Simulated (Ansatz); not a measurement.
A series of calculations on Si₂H₄S₂

### Relaxation

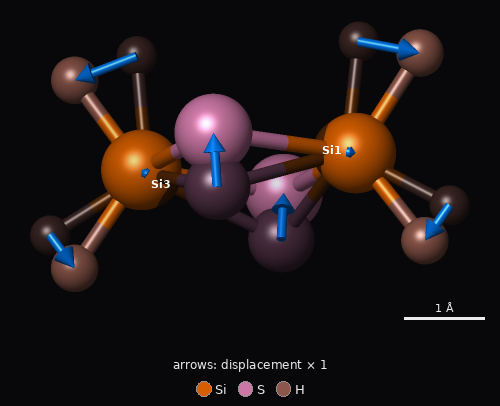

This is a relaxation of Si2H4S2 (coarse preliminary run). The starting structure is drawn faded, the final one solid; blue arrows show the displacements, at their true length. The two geometries are superimposed by the best rigid fit.

The picture is a ball-and-stick view, seen at a tilt.

Theory: RKS PBE-D4/def2-SVP in Ansatz 0.2.0. Settings: force threshold 0.03 eV/Å; at most 250 steps.

What happened in the run?

Answer. An H atom moves most after the best rigid fit: 0.85 Å. Largest moves by element: H 0.85 Å, S 0.68 Å, Si 0.11 Å. Among the contacts that change: S–Si 2.070 → 2.172 Å, S–Si 2.097 → 2.172 Å, H–Si 1.439 → 1.502 Å, H–Si 1.551 → 1.502 Å. Bond angles that change, for instance: S–Si–S 90.5° → 99.3°, S–Si–S 91.0° → 99.3°, H–Si–H 114.9° → 108.9°. Groups turn about S–Si by about 35°, S–Si by about 35°, S–Si by about 35°. The optimiser took 10 steps.

### Relaxation

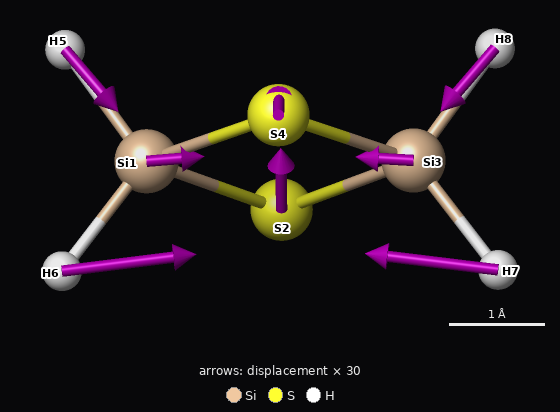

This is a relaxation of Si$_{2}$H$_{4}$S$_{2}$. The starting structure is drawn; purple arrows show the displacements, 30 times their true length. The two geometries are superimposed by the best rigid fit.

Style: ball-and-stick. Shown at a tilt.

Theory: RKS PBE0-D4/def2-TZVP (Ansatz 0.2.0). Set-up: force threshold 0.005 eV/Å; at most 200 steps.

Q: Atoms of which element are displaced furthest, and by how much?

A: Hydrogen: up to 0.048 Å, against 0.028 Å for sulfur.

Q: What happened in the run?

A: Over 4 geometry steps the energy falls by 1.02 kcal/mol. The largest force component goes from 0.54 to 0.0028 eV/Å. The largest moves after the best rigid fit, 0.048 Å, are those of H6 and H7. By element the largest moves are H 0.048 Å, S 0.028 Å, Si 0.021 Å. Among the contacts that change: S2–Si3 2.172 → 2.140 Å, Si1–H5 1.502 → 1.483 Å. The run took of the order of 50 core-seconds on a shared host.

### Scan

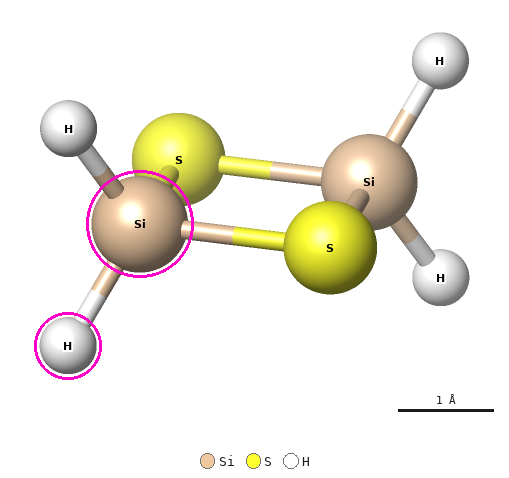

A scan of Si2H4S2: the Si1–H6 distance is varied, with all other coordinates relaxed. The picture shows the minimum geometry. The ringed atoms are those of the scanned coordinate. A ball-and-stick model, seen at a tilt.

Single-point energies from Ansatz with CCSD(T), B3LYP-D4, PBE0-D4 in the def2-TZVPP basis, on geometries relaxed under the constraint at PBE0-D4/def2-TZVP. Coupled cluster with a frozen core. Energies are counted from the PBE0-D4/def2-TZVP minimum geometry at the same level.

```xyz
8

Si    0.0303    1.3241   -0.3881
S     1.0325   -0.3709   -1.2272
Si   -0.0075   -1.3384    0.3740
S    -1.0142    0.3557    1.2096
H     0.9837    2.3459    0.1079
H    -0.8969    1.9585   -1.3561
H    -0.9583   -2.3643   -0.1186
H     0.9224   -1.9676    1.3428
```

> Give the energy at each point (the distance: 1.335, 1.364, 1.408, 1.459, 1.483, 1.515, 1.576, 1.641, 1.709, 1.780 Å).

Energies in eV.

| distance (Å) | CCSD(T) | B3LYP-D4 | PBE0-D4 |
| --- | --- | --- | --- |
| 1.335 | 0.226 | 0.225 | 0.243 |
| 1.364 | 0.136 | 0.136 | 0.150 |
| 1.408 | 0.047 | 0.047 | 0.055 |
| 1.459 | 0.002 | 0.003 | 0.005 |
| 1.483 | 0.000 | 0.000 | 0.000 |
| 1.515 | 0.013 | 0.012 | 0.009 |
| 1.576 | 0.078 | 0.075 | 0.068 |
| 1.641 | 0.195 | 0.188 | 0.178 |
| 1.709 | 0.355 | 0.343 | 0.332 |
| 1.780 | 0.550 | 0.528 | 0.519 |

With CCSD(T): of the computed points the lowest is at the distance 1.483 Å, 0.000 eV. The curvature at the lowest point is about 18 eV/Å² (2.9 mdyn/Å). The well is steeper on the short side, as for any bond. At 1.780 Å the levels give PBE0-D4 0.519 eV, B3LYP-D4 0.528 eV, CCSD(T) 0.550 eV. Closest to CCSD(T) there is B3LYP-D4.

The computed profile:

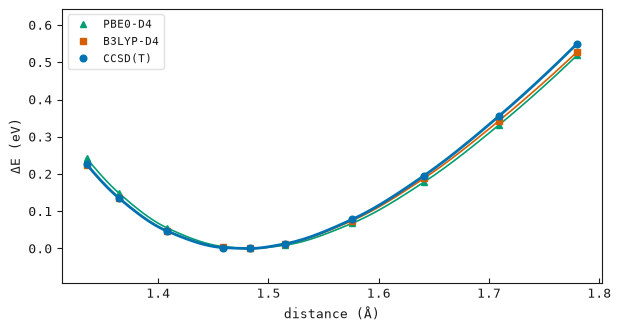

### Scan

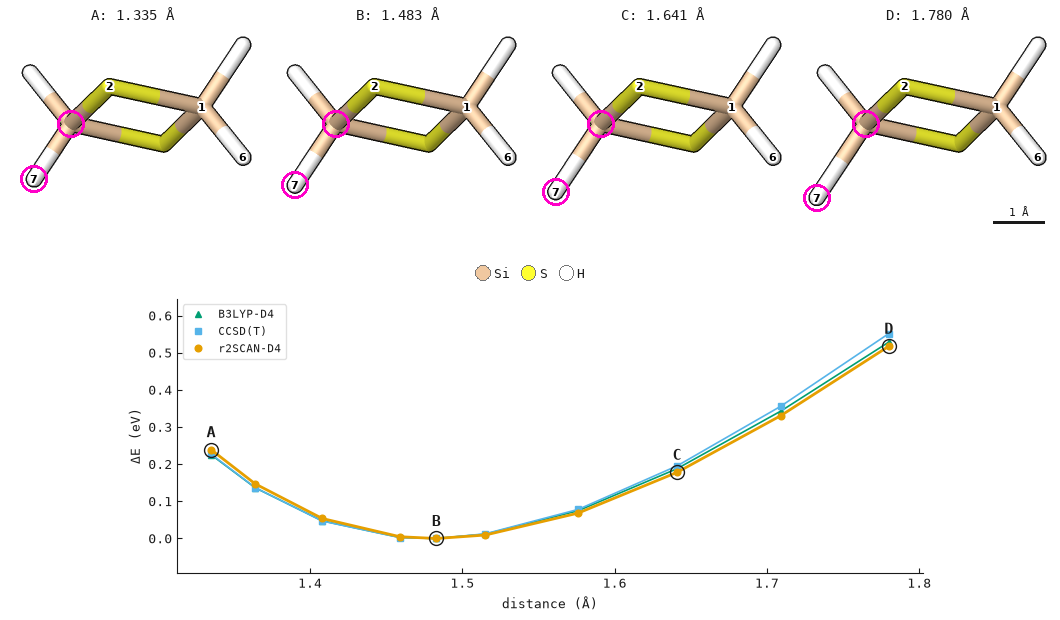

Si$_{2}$H$_{4}$S$_{2}$: one Si–H bond length is varied, with the rest of the molecule carried along rigidly. The lettered frames are marked on the plot, at the values of r2SCAN-D4. The picture is a stick view, seen from a free direction. The ringed atoms are those of the scanned coordinate.

Single-point energies from Ansatz with r2SCAN-D4, CCSD(T), B3LYP-D4 in the def2-TZVPP basis, on geometries moved rigidly from the minimum at PBE0-D4/def2-TZVP. Coupled cluster with a frozen core. Energies are counted from the PBE0-D4/def2-TZVP minimum geometry at the same level.

Read off the main features of the energy profile.

Answer. With r2SCAN-D4: the lowest computed point lies at the distance 1.483 Å (0.000 eV). At the ends of the scan the energy is 0.239 eV (1.335 Å) and 0.518 eV (1.780 Å). The curvature at the lowest point is about 18 eV/Å² (2.8 mdyn/Å). The well is steeper on the short side, as for any bond. At 1.780 Å the levels give r2SCAN-D4 0.518 eV, B3LYP-D4 0.529 eV, CCSD(T) 0.552 eV. Closest to CCSD(T) there is B3LYP-D4.
